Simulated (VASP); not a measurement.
Band structure of Mg2Si (antifluorite). These are rev-vdW-DF2, VASP's PBE PAW potentials (set 64) (plane waves; VASP) values and carry that method's errors.

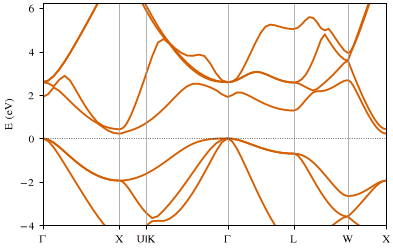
Bands along high-symmetry lines, zero at the valence-band maximum or, without a gap, the Fermi level

### Question
Read the plot: is there a gap, and where are the band edges?

### Answer
The gap is indirect, 0.22 eV, from the valence maximum at Γ to the conduction minimum at X. (Edges off the drawn lines would not show.)

Measured: gap 0.77 eV (computed value off by -0.55 eV), as given by Byungki Ryu et al., Journal of the Korean Physical Society (2019), arXiv:1905.06140.

The compound is Mg2Si in the antifluorite structure. It was relaxed first.
